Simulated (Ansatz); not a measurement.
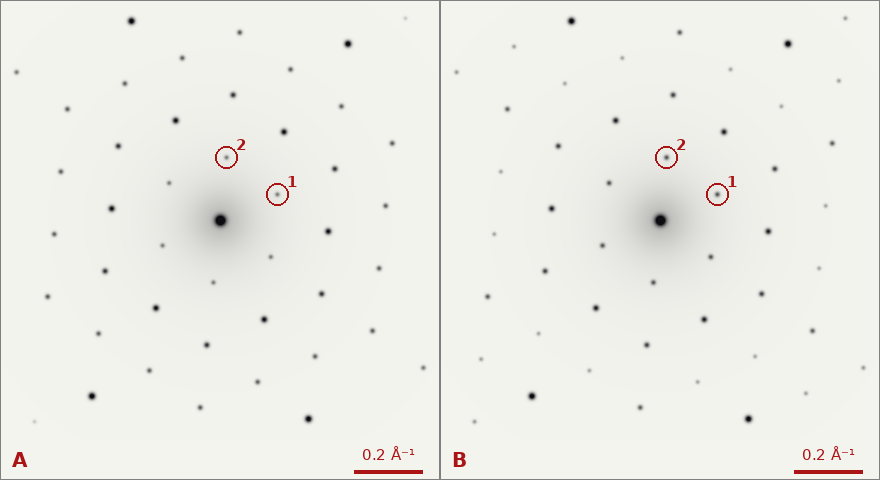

Kinematic electron diffraction patterns (200 kV, B = 0.5 Å², same scale) along [001] of the run's own cell, for the start and the end of one relaxation of K2ZrAl4O6 with DFT, PAW plane waves, pbe (Ansatz). k mesh 6×6×4. The start is a generated model structure, and the relaxation ends in the nearest stationary point of its symmetry, not necessarily the ground state. Spot 1 is -1 0 0 and spot 2 is 0 -1 0 in both.

Start structure:

```
CELL_PARAMETERS angstrom
6.22396 0.00000 0.00000
-3.11198 5.39011 0.00000
0.00000 0.00000 5.36454
ATOMIC_POSITIONS crystal
Zr 0.00000 0.00000 0.00000
Al 0.50000 0.50000 0.00000
Al 0.50000 0.00000 0.00000
Al 0.00000 0.50000 0.00000
O 0.15920 0.84080 0.21640
O 0.15920 0.31840 0.21640
O 0.68160 0.84080 0.21640
O 0.84080 0.15920 0.78360
O 0.31840 0.15920 0.78360
O 0.84080 0.68160 0.78360
K 0.33330 0.66670 0.62590
K 0.66670 0.33330 0.37410
Al 0.00000 0.00000 0.50000
```

> Which pattern belongs to the start structure, and which to the relaxed one?

B is the start: its cell gives d(1) = 5.390 Å, d(2) = 5.390 Å and an angle of 60.0°. The spot positions hardly differ, so the intensities decide: those computed from the start structure match B, and A is the relaxed structure.

> Name reflections whose intensity changes strongly on relaxation.

3 -2 0 goes from 1.4 to 11 % of the strongest spot; 0 1 0 goes from 12 to 4.2 % of the strongest spot.

> What did the relaxation do to the structure and the energy?

The cell was held fixed; with the mean shift removed, the atoms moved by up to 0.69 Å relative to the cell (K most); the space group stayed P-3m1 (No. 164); the free energy fell by 380 meV an atom.
